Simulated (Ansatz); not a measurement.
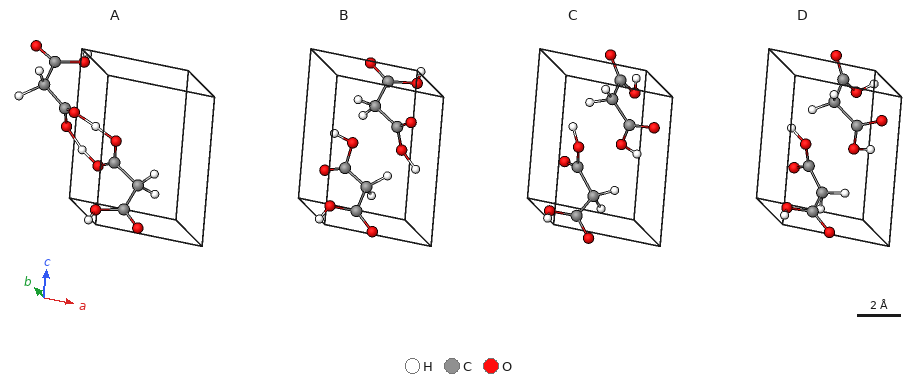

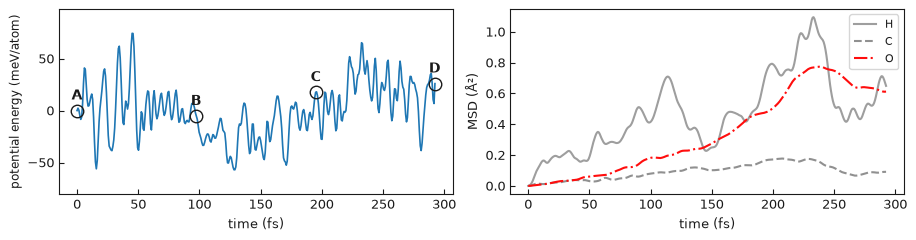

First-principles dynamics of a 22-atom cell of H₄C₃O₄, 292 fs long. It starts from the last geometry of an earlier run, with fresh velocities. Frames (A at 0 fs, B at 98 fs, C at 195 fs, D at 292 fs) and the history of the run. The picture is a ball-and-stick view of the simulation cell, seen slightly off an axis. Atoms that leave the cell re-enter on the other side.

Method: DFT PBE, scalar-relativistic, plane waves, PAW in Ansatz. Set-up: plane-wave cutoff 420 eV; k-point mesh 2 × 2 × 1; Fermi-Dirac smearing 0.05 eV; low-accuracy preset; Langevin thermostat (NVT); set temperature 1120 K; time step 0.75 fs; friction 0.01 per fs.

Input
```yaml
accuracy: low
crystal:
  lattice:
    - [5.1539, 0.0, 0.0]
    - [-0.490856, 5.301324, 0.0]
    - [-1.601484, -2.688825, 7.545513]
  atoms:
    - { symbol: H, position: [0.56581296, 0.79193962, 0.82171387] }
    - { symbol: H, position: [0.56404834, 0.16854922, 0.25141354] }
    - { symbol: H, position: [0.42386234, 0.89491276, 0.61496073] }
    - { symbol: H, position: [0.50439334, 0.01493109, 0.40441847] }
    - { symbol: H, position: [0.83036809, 0.63246491, 0.06754706] }
    - { symbol: H, position: [0.14816933, 0.36117801, 0.91676106] }
    - { symbol: H, position: [0.98073599, 0.63390431, 0.3814924] }
    - { symbol: H, position: [0.02977291, 0.41129932, 0.58477128] }
    - { symbol: C, position: [0.81638263, 0.73458574, 0.61792312] }
    - { symbol: C, position: [0.19937625, 0.29410994, 0.38747779] }
    - { symbol: C, position: [0.79868546, 0.15544893, 0.85151612] }
    - { symbol: C, position: [0.20125425, 0.83078399, 0.15658719] }
    - { symbol: C, position: [0.64290499, 0.87294961, 0.7268139] }
    - { symbol: C, position: [0.38109305, 0.08847387, 0.29854662] }
    - { symbol: O, position: [0.06916906, 0.15483776, 0.88971181] }
    - { symbol: O, position: [0.93802023, 0.82156053, 0.11651875] }
    - { symbol: O, position: [0.65472294, 0.3113935, 0.91010522] }
    - { symbol: O, position: [0.29726456, 0.65031068, 0.07758213] }
    - { symbol: O, position: [0.85161736, 0.52681628, 0.63191547] }
    - { symbol: O, position: [0.09770513, 0.47202295, 0.3191331] }
    - { symbol: O, position: [0.86495408, 0.81017908, 0.48913241] }
    - { symbol: O, position: [0.19377354, 0.2763546, 0.5340099] }
basis:
  ecutwfc: 420.0
kpoints:
  mp_grid: { grid: [2, 2, 1] }
hamiltonian:
  xc: pbe
scf:
  occupations: { method: fermi_dirac, width: 0.05 }
  lower_state_search: "off"
md:
  timestep: 0.75
  n_steps: 390
  ensemble: nvt_langevin
  temperature: 1120.0
  initial_velocities: maxwell_boltzmann
  seed: 396818
  friction: 0.01
```

Launched with:
```bash
ansatz run input.yaml --threads 1 --pin off --max-ram 3072MiB --backend cpu --events-out ev --progress --plain --runs-dir out
```

What happens in this trajectory?

Root-mean-square distances from the starting positions over the second half, with the common drift of all atoms taken out: H 0.79 Å, O 0.76 Å, C 0.36 Å. The heavy atoms stay within a fraction of a molecule's size of their starting places; so short a run doesn't tell a liquid from a solid. Bond changes: one H–O contact opens and closes in turn; 3 H–O bonds break between 40 fs and 64 fs; 2 H–O bonds form between 60 fs and 76 fs. Over the second half the temperature averages 1264 K (spread ±171 K). The potential energy is still drifting at the end, so the run hasn't reached equilibrium. The potential energy in the second half lies on average 6.1 meV per atom above the first frame.

Limits of the set-up: the program's low-accuracy preset was used.

The run took 16 min on 1 thread of Arm Neoverse V1 (shared host), peak memory 0.45 GiB.
